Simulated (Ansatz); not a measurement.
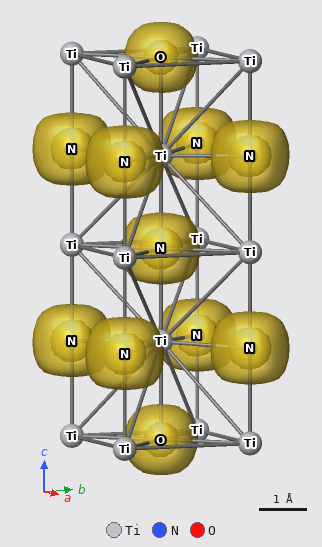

The picture shows: Ti4N3O. Isosurface of the ELF at 0.7 (yellow), seen at an oblique angle. Core shells and regions of very low density are left out. Sticks mark near contacts.

Space group P4/mmm; a structure generated by program, which may or may not match a known phase; changed on purpose from its base cell (volume × 0.91, shape and atoms relaxed); computed pressure about 30 GPa in this cell; computed without spin polarisation.

Computed with Ansatz 0.2.0, DFT PBE, scalar-relativistic, plane waves, PAW.

```
Ti N O
1.0
     2.91904    0.00000    0.00000
     0.00000    2.91904    0.00000
     0.00000    0.00000    8.25014
Ti N O
4 3 1
Direct
  0.00000 0.00000 0.00000
  0.50000 0.50000 0.25673
  0.00000 0.00000 0.50000
  0.50000 0.50000 0.74327
  0.00000 0.00000 0.24869
  0.50000 0.50000 0.50000
  0.00000 0.00000 0.75131
  0.50000 0.50000 0.00000
```

What do the ELF domains correspond to?

Answer. At this value the surface marks out three regions wrapped around N (the valence shell of each) and one region wrapped around O (its valence shell), counted in one cell of 8 atoms. Any copies at cell faces, edges or corners count once.

Values along the shortest contacts:
Ti–N (2.01 Å): the ELF peaks at about 0.80 in the valence shell of N, 0.6 Å from its nucleus, and is about 0.20 at the midpoint: no localised pair shows between them. Ti–O (2.06 Å): the ELF peaks at about 0.80 in the valence shell of O, 0.6 Å from its nucleus, and is about 0.10 at the midpoint (no shared electron pair shows on this line).
